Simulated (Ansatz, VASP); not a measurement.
**Cross-check of SnSe between VASP and Ansatz**

Wanted: the spread between two codes on one cell, functional and k mesh. The cell is a member of a volume series, scaled by 1.02 from a relaxed one, so a pressure remains.

Program: Ansatz 0.2.0. Level of theory: plane waves, with VASP 6.6.1 beside it; single point at r2SCAN. Results are calculated unless marked as measured.

## 1. The structure

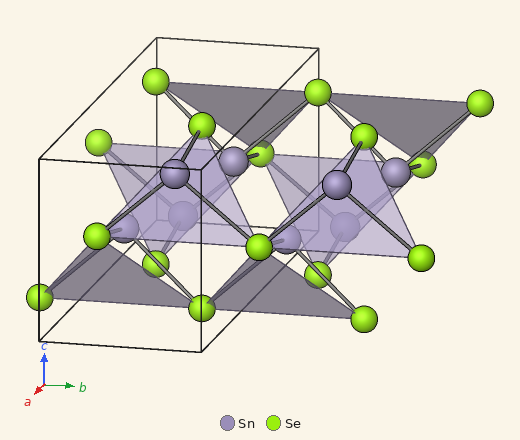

Start, viewed slightly off an axis; tin purple, selenium green. 1×2×1 cells are drawn. Some periodic images of atoms are drawn too.

## 2. Ansatz: single point, r2SCAN

Ansatz runs on its default PAW (the set named soft_2) files.

A single point gives forces, pressure and levels at one fixed geometry, so differences don't come from the geometry; what else differs is listed under the comparison.

input.yaml reads:

```yaml
crystal:
  lattice:
    - [11.7966953738, 0.0, 0.0]
    - [0.0, 4.1597956027, 0.0]
    - [0.0, 0.0, 4.7019676732]
  atoms:
    - { symbol: Sn, position: [0.1205912525, 0.25, 0.1176291927] }
    - { symbol: Sn, position: [0.3794087475, 0.75, 0.6176291927] }
    - { symbol: Sn, position: [0.6205912525, 0.25, 0.3823708073] }
    - { symbol: Sn, position: [0.8794087475, 0.75, 0.8823708073] }
    - { symbol: Se, position: [0.3517336132, 0.25, 0.0078442043] }
    - { symbol: Se, position: [0.1482663868, 0.75, 0.5078442043] }
    - { symbol: Se, position: [0.8517336132, 0.25, 0.4921557957] }
    - { symbol: Se, position: [0.6482663868, 0.75, 0.9921557957] }
hamiltonian:
  xc: r2scan
  pseudopotentials: { kind: paw }
kpoints:
  mp_grid: { grid: [2, 6, 5] }
scf:
  occupations: { method: gaussian, width: 0.05 }
  n_extra_bands: 6
output:
  forces: true
  stress: true
  eigenvalues: true
```

The run is started by

```bash
$ ansatz run input.yaml --threads 4 --pin off --max-ram 9216MiB --backend cpu --events-out ev --progress --plain --runs-dir out
```

Numbers of over 12 decimals in the logs are rounded to 6 here.

Log:

```text
scf.n_extra_bands = 6 over 60 filled bands (N_el = 120.0): the run solves 66 bands
Engine: ansatz 0.2.0, aarch64-unknown-linux-gnu
Pseudopotentials: kind: paw
Pseudopotential: Sn, paw, valence charge 14, recommended cutoff 500 eV (meta_gga), Sn.paw.azcp
Pseudopotential: Se, paw, valence charge 16, recommended cutoff 500 eV (meta_gga), Se.paw.azcp
Functional definition: r2SCAN
  parameter k0 = 0.174
  parameter k1 = 0.065
  parameter a1 = 4.9479
  exchange = r2scan_x(k0 = k0, k1 = k1, a1 = a1)
  correlation = r2scan_c
Crystal: 8 atoms, lattice volume = 230.734 Å³
Basis set: ecut = 500 eV, 5929 PW (Γ), exchange–correlation on 360×128×144 points (64 copies of the dense FFT grid, shifted against one another)
Bands: 66, of which v1, the nominal top of the filled ones, is band 60 counted from 1 (59 counted from 0)
Symmetry: 8 space group operations
Space group: Pnma (ITA 62), of the structure as read, at distance tolerance 6.1e-5 Å
k-points: 24 of 60
Non-local potential: Sn, projectors of the file, l = 0: 2, l = 1: 2, l = 2: 2, l = 3: 2
Non-local potential: Se, projectors of the file, l = 0: 2, l = 1: 2, l = 2: 3, l = 3: 1
PAW form: soft (Blöchl's): semilocal exchange-correlation on the pseudo side does not see the compensation charge
PAW frozen core: Sn, regenerated for the run's functional (the file was generated under x = pbe(κ = 0.804, μ = 0.219515), c = pbe(β = 0.066725))
PAW frozen core: Se, regenerated for the run's functional (the file was generated under x = pbe(κ = 0.804, μ = 0.219515), c = pbe(β = 0.066725))
PAW one-centre angular grid: Sn, 590 points (default); XC on 249 of its mesh's 2787 points in the sphere
PAW one-centre angular grid: Se, 590 points (default); XC on 160 Gauss nodes
Initial density: superposition of atomic densities (neutral atoms: chi_scale 0, normalization atom), corrected by the library's trained network
Initial wavefunctions: pseudopotential atomic-orbital guess
Functional: x = r2scan, c = r2scan; τ floored in thin density (d = 2e-4 eV/Å³)
SCF iter   1: F=—  HF=-46070.650522 eV  |F-HF|=—  |Δ(HF+E_count)|=         —  Δρ=5.18e-3  dr2=6.75e-2  dr2_τ=1.45e-2  ethr=1.77e-3  ⟨swp⟩=6.1  Hψ=6019  notcnv=0
preconditioner: auto → Resta (q_TF=auto, 2.447 Å⁻¹)  ε∞=2.8  [insulator: Δε(μ)=1.124 eV  Ē_g=16.337 eV  σ=0.050 eV  W_gap=1.00  n_scr=56 (ndim 8)  ℏωp=21.9 eV  f_vac=0.007  D(μ)=0.00/eV (n_scr^D=0)  ε∞_Penn≈2.8]
SCF iter   2: F=—  HF=-46070.675212 eV  |F-HF|=—  |Δ(HF+E_count)|=   2.47e-2  Δρ=2.40e-3  dr2=1.33e-2  dr2_τ=4.25e-4  ethr=5.62e-5  ⟨swp⟩=2.2  Hψ=3061  notcnv=0  defer=43
SCF iter   3: F=—  HF=-46070.676831 eV  |F-HF|=—  |Δ(HF+E_count)|=   1.62e-3  Δρ=8.61e-4  dr2=1.37e-3  dr2_τ=3.40e-5  ethr=1.10e-5  ⟨swp⟩=3.0  Hψ=2477  notcnv=0  defer=43
SCF iter   4: F=—  HF=-46070.677251 eV  |F-HF|=—  |Δ(HF+E_count)|=   4.20e-4  Δρ=1.92e-4  dr2=7.53e-5  dr2_τ=2.55e-6  ethr=1.14e-6  ⟨swp⟩=2.7  Hψ=2706  notcnv=0  defer=43
SCF iter   5: F=—  HF=-46070.677330 eV  |F-HF|=—  |Δ(HF+E_count)|=   7.95e-5  Δρ=5.88e-5  dr2=9.30e-6  dr2_τ=3.59e-7  ethr=6.27e-8  ⟨swp⟩=2.9  Hψ=2573  notcnv=0  defer=43
SCF iter   6: F=—  HF=-46070.677331 eV  |F-HF|=—  |Δ(HF+E_count)|=   1.01e-6  Δρ=1.82e-5  dr2=6.61e-7  dr2_τ=2.72e-8  ethr=7.75e-9  ⟨swp⟩=2.0  Hψ=2501  notcnv=0  defer=43
SCF iter   7: F=-46070.677332 eV  HF=-46070.677332 eV  |F-HF|=1.99e-8  |Δ(HF+E_count)|=   7.15e-7  Δρ=3.57e-6  dr2=2.71e-8  dr2_τ=9.13e-10  ethr=8.33e-11  ⟨swp⟩=10.0  Hψ=7650  notcnv=0
SCF 1 converged in 7 iterations: F = -46070.677332 eV  dr2 = 2.71e-8
  greatest PAW one-centre occupation: 1.000 electrons in one spin orbital (limit 2), on the Se atom at site 7 (counted from 0), in its partial waves of l = 2
SCF converged after 7 iterations
Free energy (F): -46070.677332 eV
Harris-Foulkes:  -46070.677332 eV  (|F-HF|=1.99e-8)
Internal energy: -46070.677332 eV  (E = F + TS)
E sigma→0 (E₀):  -46070.677332 eV
Fermi energy:    8.135040 eV
--- Per-component energies (eV) ---
  E_band       = -2086.394955
  E_kinetic    = 1212.658019
  E_local      = -13974.145256  (includes V_loc(G=0)·N_el)
  E_nonlocal   = -2514.414255
  E_hartree    = 7296.309795
  E_xc         = -1893.630934
  E_vxc        = -840.917265  (∫ρ·V_xc dr)
  E_paw        = -24325.312748  (= ΣΔE_a)
  E_vpaw       = -609.038476  (= ΣTr[D̂ρ^β])
  E_aug_tail   = -0.000826  (compensation charges beyond the density's cutoff)
  E_vtau       = 46.846649  (kinetic-family band-sum trace: ∫τ·v_τ [+ j·A + Jᵃ·Aᵃ] dr)
  E_ewald      = -11868.023326
  E_core_change = -4.117802  (= ΣΔE_core)
  E_smearing   = -0.000000  (= −TS)
  E_closure    = 0.000000  (closes the sum)
  Σ components = -46070.677332   (vs F -46070.677332, Δ=0.00e0)
--- Forces (eV/Å), atoms counted from 1 ---
  atom   1  Sn     0.12374196     0.00000000     0.10291457
  atom   2  Sn    -0.12374196     0.00000000     0.10291457
  atom   3  Sn     0.12374196     0.00000000    -0.10291457
  atom   4  Sn    -0.12374196     0.00000000    -0.10291457
  atom   5  Se    -0.06773199     0.00000000    -0.08493385
  atom   6  Se     0.06773199     0.00000000    -0.08493385
  atom   7  Se    -0.06773199     0.00000000     0.08493385
  atom   8  Se     0.06773199     0.00000000     0.08493385
  max |Σ_I F_I| component: 4.16e-17 eV/Å
--- Stress (GPa, compression-positive) ---
       -0.961899       0.000000       0.000000
        0.000000      -0.998209       0.000000
        0.000000       0.000000      -0.913506
  P = ⅓ Tr σ = -0.9579 GPa (-9.579 kbar)
--- Band table (eV; the first three rows and the last of 24) ---
  k-point 0: bands = [... 56 lower, 6.1954, 6.7325, 6.9795, 7.4490, 8.8885, 10.6770, 10.7539, 10.8616, ... 2 higher]
  k-point 1: bands = [... 56 lower, 6.3981, 6.5517, 7.2833, 7.3636, 9.1149, 9.6928, 10.5055, 10.7185, ... 2 higher]
  k-point 2: bands = [... 56 lower, 6.5040, 7.2998, 7.4555, 7.5498, 9.1413, 9.3977, 9.8731, 9.9302, ... 2 higher]
  k-point 23: bands = [... 56 lower, 6.2955, 6.2955, 6.2955, 6.2955, 10.5573, 10.5573, 10.5573, 10.5573, ... 2 higher]
```

The job ended after 14 s (4 threads of Arm Neoverse V1, shared host; peak memory 1.4 GiB).

The run ends at a pressure of -0.96 GPa, with forces up to 0.16 eV/Å.

## 3. VASP: single point, r2SCAN

The same cell, functional, mesh and smearing now go to VASP, with its own data sets and cutoff.

Lines of VASP's logs that name or quote its potential files are left out, and so is its time.

INCAR reads:

```
SYSTEM = SnSe
PREC = Accurate
ENCUT = 400
EDIFF = 1E-06
NELM = 100
ISMEAR = 0
SIGMA = 0.05
LREAL = .FALSE.
ALGO = Normal
METAGGA = R2SCAN
LASPH = .TRUE.
NBANDS = 49
LORBIT = 11
LWAVE = .FALSE.
LCHARG = .FALSE.
KPAR = 4
ISIF = 2
```

POSCAR reads:

```
SnSe
1.0
   11.7966953738      0.0000000000      0.0000000000
    0.0000000000      4.1597956027      0.0000000000
    0.0000000000      0.0000000000      4.7019676732
Sn Se
4 4
Direct
    0.1205912525      0.2500000000      0.1176291927
    0.3794087475      0.7500000000      0.6176291927
    0.6205912525      0.2500000000      0.3823708073
    0.8794087475      0.7500000000      0.8823708073
    0.3517336132      0.2500000000      0.0078442043
    0.1482663868      0.7500000000      0.5078442043
    0.8517336132      0.2500000000      0.4921557957
    0.6482663868      0.7500000000      0.9921557957
```

KPOINTS reads:

```
Automatic mesh
0
Gamma
2 6 5
0 0 0
```

Potentials, in the order of the species: Sn_d and Se (PBE family, release 64).

The run is started by

```bash
$ mpirun -np 4 vasp_std
```

Log:

```text
[banner, memory and clock lines left out]
running    4 mpi-ranks, on    1 nodes
 distrk:  each k-point on    1 cores,    4 groups
 distr:  one band on    1 cores,    1 groups

 POSCAR found type information on POSCAR SnSe
 POSCAR found :  2 types and       8 ions
|                                                                             |
|               ----> ADVICE to this user running VASP <----                  |
|                                                                             |
|     You enforced a specific xc type in the INCAR file but a different       |
|     [... a line on the potential file left out ...]
|     I HOPE YOU KNOW WHAT YOU ARE DOING!                                     |
|                                                                             |

 LDA part: xc-table for (None), standard interpolation
 POSCAR, INCAR and KPOINTS ok, starting setup
 FFT: planning ... GRIDC
 FFT: planning ... GRID_SOFT
 FFT: planning ... GRID
 WAVECAR not read
 entering main loop
       N       E                     dE             d eps       ncg     rms          rms(c)
DAV:   1     0.668919050525E+03    0.66892E+03   -0.32884E+04  2480   0.179E+03
DAV:   2    -0.379122726798E+02   -0.70683E+03   -0.68559E+03  2384   0.525E+02
DAV:   3    -0.164857521081E+03   -0.12695E+03   -0.12180E+03  2830   0.192E+02
DAV:   4    -0.173059551471E+03   -0.82020E+01   -0.80761E+01  2758   0.508E+01
DAV:   5    -0.173353302423E+03   -0.29375E+00   -0.29309E+00  2900   0.984E+00    0.741E+00
DAV:   6    -0.159710885175E+03    0.13642E+02   -0.45205E+00  3223   0.190E+01    0.506E+00
DAV:   7    -0.159778204732E+03   -0.67320E-01   -0.89591E-01  2904   0.394E+00    0.202E+00
DAV:   8    -0.159800960230E+03   -0.22755E-01   -0.48905E-02  3056   0.164E+00    0.609E-01
DAV:   9    -0.159806018671E+03   -0.50584E-02   -0.93855E-03  2788   0.485E-01    0.239E-01
DAV:  10    -0.159806464641E+03   -0.44597E-03   -0.16347E-03  3099   0.314E-01    0.975E-02
DAV:  11    -0.159806665502E+03   -0.20086E-03   -0.49655E-04  2711   0.118E-01    0.178E-02
DAV:  12    -0.159806669544E+03   -0.40422E-05   -0.59656E-05  3186   0.534E-02    0.114E-02
DAV:  13    -0.159806671965E+03   -0.24202E-05   -0.18839E-05  2641   0.245E-02    0.340E-03
DAV:  14    -0.159806671387E+03    0.57751E-06   -0.12806E-06  1630   0.822E-03
   1 F= -.15980667E+03 E0= -.15980667E+03  d E =-.147563E-15
```

Parts of OUTCAR (step 3):

```text
ion  position               nearest neighbor table
   1  0.121  0.250  0.118-   5 2.78   6 2.79   6 2.79   4 3.69   4 3.69
   2  0.379  0.750  0.618-   6 2.78   5 2.79   5 2.79   3 3.69   3 3.69
   3  0.621  0.250  0.382-   7 2.78   8 2.79   8 2.79   2 3.69   2 3.69
   4  0.879  0.750  0.882-   8 2.78   7 2.79   7 2.79   1 3.69   1 3.69
   5  0.352  0.250  0.008-   1 2.78   2 2.79   2 2.79
   6  0.148  0.750  0.508-   2 2.78   1 2.79   1 2.79
   7  0.852  0.250  0.492-   3 2.78   4 2.79   4 2.79
   8  0.648  0.750  0.992-   4 2.78   3 2.79   3 2.79

  LATTYP: Found a simple orthorhombic cell.
 ALAT       =     4.1597956027
 B/A-ratio  =     1.1303362286
 C/A-ratio  =     2.8358834184

 Subroutine GETGRP returns: Found  8 space group operations
 (whereof  2 operations were pure point group operations)

The static configuration has the point symmetry S_2 .
 The point group associated with its full space group is D_2h.

 Found     24 irreducible k-points:

   k-points           NKPTS =     24   k-points in BZ     NKDIM =     24   number of bands    NBANDS=     49

   dimension x,y,z NGX =    80 NGY =   28 NGZ =   32
   dimension x,y,z NGXF=   160 NGYF=   56 NGZF=   64

   ENCUT  =  400.0 eV  29.40 Ry    5.42 a.u.  19.24  6.78  7.67*2*pi/ulx,y,z

   NELECT =      80.0000    total number of electrons

 k-points in reciprocal lattice and weights: Automatic mesh
   0.00000000  0.00000000  0.00000000       0.017
   0.50000000  0.00000000  0.00000000       0.017
   0.00000000  0.16666667  0.00000000       0.033
   0.50000000  0.16666667  0.00000000       0.033
   0.00000000  0.33333333  0.00000000       0.033
   0.50000000  0.33333333  0.00000000       0.033
   0.00000000  0.50000000  0.00000000       0.017
   0.50000000  0.50000000  0.00000000       0.017
   0.00000000  0.00000000  0.20000000       0.033
[...]
0.00000000  0.50000000  0.40000000       0.033
   0.50000000  0.50000000  0.40000000       0.033

 average (electrostatic) potential at core
       1-107.9121       2-107.9121       3-107.9121       4-107.9121       5 -57.7845
       6 -57.7845       7 -57.7845       8 -57.7845

 E-fermi :   4.5470

 k-point     1 :       0.0000    0.0000    0.0000
  band No.  band energies     occupation
    ...
     36       2.5902      2.00000
     37       2.8904      2.00000
     38       3.4385      2.00000
     39       3.6840      2.00000
     40       4.1529      2.00000
     41       5.5840      0.00000
     42       7.3631      0.00000
     43       7.4488      0.00000
     44       7.5491      0.00000
     45       7.7477      0.00000
    ...

 k-point     2 :       0.5000    0.0000    0.0000
  band No.  band energies     occupation
    ...
     36       2.5076      2.00000
     37       2.6837      2.00000
     38       2.6837      2.00000
     39       3.9537      2.00000
     40       3.9537      2.00000
     41       7.0696      0.00000
     42       7.0696      0.00000
     43       7.2693      0.00000
     44       7.2693      0.00000
     45       8.3018      0.00000
    ...

 k-point     3 :       0.0000    0.1667    0.0000
  band No.  band energies     occupation
    ...
     36       2.6231      2.00000
     37       2.7599      2.00000
     38       3.6869      2.00000
     39       3.7843      2.00000
     40       4.0055      2.00000
     41       5.7777      0.00000
     42       6.5906      0.00000
     43       7.3881      0.00000
     44       7.6534      0.00000
     45       7.7616      0.00000
    ...

  Total       -1.4042323     -1.4750254     -1.3256519      0.0000000     -0.0000000      0.0000000
  in kB       -9.7507390    -10.2423138     -9.2050907      0.0000000     -0.0000000      0.0000000
  external PRESSURE =      -9.7327145 kB  Pullay stress =       0.0000000 kB

  energy-cutoff  :      400.00
  volume of cell :      230.73
      direct lattice vectors                 reciprocal lattice vectors
    11.796695374  0.000000000  0.000000000     0.084769503  0.000000000  0.000000000
     0.000000000  4.159795603  0.000000000     0.000000000  0.240396427  0.000000000
     0.000000000  0.000000000  4.701967673     0.000000000  0.000000000  0.212676919

 POSITION                                       TOTAL-FORCE (eV/Angst)
 -----------------------------------------------------------------------------------
      1.42258      1.03995      0.55309         0.112206     -0.000000      0.089604
      4.47577      3.11985      2.90407        -0.112206     -0.000000      0.089604
      7.32093      1.03995      1.79790         0.112206      0.000000     -0.089604
     10.37412      3.11985      4.14888        -0.112206     -0.000000     -0.089604
      4.14929      1.03995      0.03688        -0.062300     -0.000000     -0.073879
      1.74905      3.11985      2.38787         0.062300      0.000000     -0.073879
     10.04764      1.03995      2.31410        -0.062300     -0.000000      0.073879
      7.64740      3.11985      4.66508         0.062300      0.000000      0.073879
 -----------------------------------------------------------------------------------
    total drift:                                0.000000      0.000000      0.000000

  FREE ENERGIE OF THE ION-ELECTRON SYSTEM (eV)
  ---------------------------------------------------
  free  energy   TOTEN  =      -159.8066713871 eV

  energy  without entropy=     -159.8066713871  energy(sigma->0) =     -159.80667139

 total charge
# of ion       s       p       d       tot
------------------------------------------
    1        1.318   0.766   9.984  12.068
    2        1.318   0.766   9.984  12.068
    3        1.318   0.766   9.984  12.068
    4        1.318   0.766   9.984  12.068
    5        1.466   2.374   0.022   3.862
    6        1.466   2.374   0.022   3.862
    7        1.466   2.374   0.022   3.862
    8        1.466   2.374   0.022   3.862
--------------------------------------------------
tot         11.135  12.562  40.022  63.719

[... 3 further parts left out ...]
```

The run ends at a pressure of -0.97 GPa, with forces up to 0.14 eV/Å.

## 4. Side by side

Known differences besides the PAW data sets themselves: VASP keeps PBE cores, Ansatz makes them for the functional; the data sets hold 120 valence electrons in Ansatz (default PAW (the set named soft_2) files) and 80 in VASP; the cutoff is 500 eV in Ansatz and 400 eV in VASP. Total energies have different zeros and are not compared.

Compared:

| quantity | Ansatz | VASP | difference |
| --- | --- | --- | --- |
| pressure (GPa) | -0.96 | -0.97 | +0.02 |
| gap on the k mesh (eV) | 1.127 | 1.125 | +0.003 |

Forces (eV/Å; atoms numbered as in POSCAR):

| atom | Ansatz x, y, z | VASP x, y, z |
| --- | --- | --- |
| Sn1 | 0.124, 0.000, 0.103 | 0.112, 0.000, 0.090 |
| Sn2 | -0.124, 0.000, 0.103 | -0.112, 0.000, 0.090 |
| Sn3 | 0.124, 0.000, -0.103 | 0.112, 0.000, -0.090 |
| Sn4 | -0.124, 0.000, -0.103 | -0.112, 0.000, -0.090 |
| Se5 | -0.068, 0.000, -0.085 | -0.062, 0.000, -0.074 |
| Se6 | 0.068, 0.000, -0.085 | 0.062, 0.000, -0.074 |
| Se7 | -0.068, 0.000, 0.085 | -0.062, 0.000, 0.074 |
| Se8 | 0.068, 0.000, 0.085 | 0.062, 0.000, 0.074 |

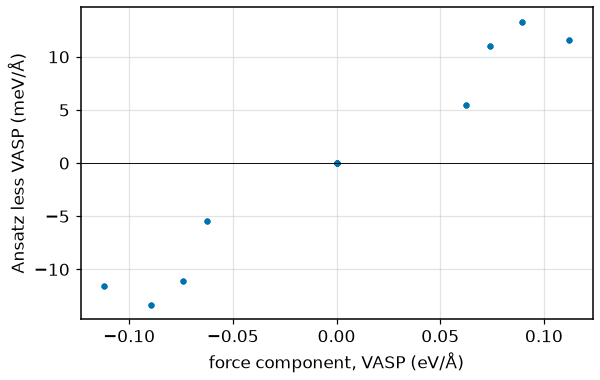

Difference of the force components against their size.

The forces differ by 8.8 meV/Å r.m.s., which is 12.4 % of the r.m.s. force of 0.07 eV/Å (both taken over all components). Ansatz's pressure holds a Pulay correction of 0.01 GPa; VASP's holds none.

## 5. Ansatz: single point, r2SCAN

With cell and atoms fixed, the geometry can't cause a difference; cores, projectors, grids and the points listed under the comparison can. The cell compared in this pair holds 235.26 Å³, against 230.73 Å³ for the pair before.

The cell is a member of a volume series, scaled by 1.04 from a relaxed one, so a pressure remains.

input.yaml, as its differences from that of step 2:

```diff
@@ -2,5 +2,5 @@
   lattice:
-    - [11.7966953738, 0.0, 0.0]
-    - [0.0, 4.1597956027, 0.0]
-    - [0.0, 0.0, 4.7019676732]
+    - [11.8732994383, 0.0, 0.0]
+    - [0.0, 4.1868080193, 0.0]
+    - [0.0, 0.0, 4.7325007864]
   atoms:
@@ -26 +26,5 @@
   eigenvalues: true
+  write_density: true
+  write_potential: true
+  elf: true
+  volumetric_format: npy
```

The run is started by

```bash
$ ansatz run input.yaml --threads 4 --pin off --max-ram 9216MiB --backend cpu --events-out ev --progress --plain --runs-dir out
```

Log:

```text
[...]
Crystal: 8 atoms, lattice volume = 235.258 Å³
Basis set: ecut = 500 eV, 6017 PW (Γ), exchange–correlation on 360×128×144 points (64 copies of the dense FFT grid, shifted against one another)
Bands: 66, of which v1, the nominal top of the filled ones, is band 60 counted from 1 (59 counted from 0)
Symmetry: 8 space group operations
[...]
k-points: 24 of 60
[...]
k-point 0: bands = [... 56 lower, 5.9736, 6.4773, 6.7313, 7.1752, 8.6372, 10.3756, 10.5009, 10.6022, ... 2 higher]
  k-point 1: bands = [... 56 lower, 6.1640, 6.3127, 7.0037, 7.0906, 8.8583, 9.4083, 10.2204, 10.4344, ... 2 higher]
  k-point 2: bands = [... 56 lower, 6.2654, 7.0151, 7.1913, 7.2475, 8.8565, 9.1178, 9.5874, 9.6253, ... 2 higher]
  k-point 23: bands = [... 56 lower, 6.0589, 6.0589, 6.0589, 6.0589, 10.2756, 10.2756, 10.2756, 10.2756, ... 2 higher]
[key lines of the parts left out:]
SCF converged after 7 iterations
Free energy (F): -46070.637945 eV
Fermi energy:    7.857235 eV
P = ⅓ Tr σ = -1.8166 GPa (-18.166 kbar)
```

It took 19 s on 4 threads; peak memory 1.4 GiB.

The run ends at a pressure of -1.82 GPa, with forces up to 0.28 eV/Å.

(Part 1 of 2 ends here.)

[Lines on the potential files, build, host, timing and source positions are cut from VASP's logs without a mark.]

[Logs are printed without paths, hosts, clocks, repeated set-up lines and the standing remarks that a program may print on its own settings, such as how far it seeks lower states.]

[Hosts, paths, dates, database ids (printed as entryN), source tags and the programs' standing remarks are cut or masked in the printed files.]
